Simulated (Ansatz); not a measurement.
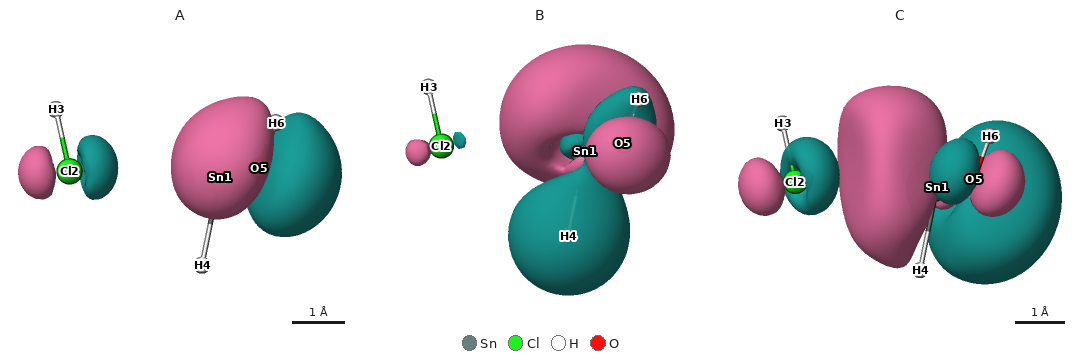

The picture shows: H2OSn···HCl. Three frontier orbitals at ±0.08 Å⁻³ᐟ² (teal and pink are the two phases), in no order.

Core potentials replace the inner electrons of Sn.

Theory: RKS PBE0-D4/def2-SVP (Ansatz 0.2.0).

```json
{"atom": "Sn", "x (Å)": "-0.1363", "y (Å)": "-0.0771", "z (Å)": "-0.9465"}
{"atom": "Cl", "x (Å)": "1.5055", "y (Å)": "0.4339", "z (Å)": "1.6120"}
{"atom": "H", "x (Å)": "2.5405", "y (Å)": "-0.2779", "z (Å)": "1.3255"}
{"atom": "H", "x (Å)": "-0.9931", "y (Å)": "1.3244", "z (Å)": "-0.2621"}
{"atom": "O", "x (Å)": "-1.4166", "y (Å)": "-1.3710", "z (Å)": "-0.0871"}
{"atom": "H", "x (Å)": "-1.1888", "y (Å)": "-2.2768", "z (Å)": "-0.3270"}
```

Q: Which picture is the HOMO−1, the HOMO and the LUMO?

A: A is the HOMO−1 (−8.03 eV). By Hirshfeld shares it lies mainly on O5 (about 80 %); largely a lone pair of O5. B is the HOMO (−6.16 eV). By Hirshfeld shares it lies mainly on Sn1 (about 60 %), H4 (about 20 %) and O5 (about 15 %). C is the LUMO (−1.53 eV). By Hirshfeld shares it lies mainly on Sn1 (about 75 %), Cl2 (about 10 %) and O5 (about 10 %).

Q: What is the HOMO–LUMO gap?

A: 4.63 eV between the orbital energies.
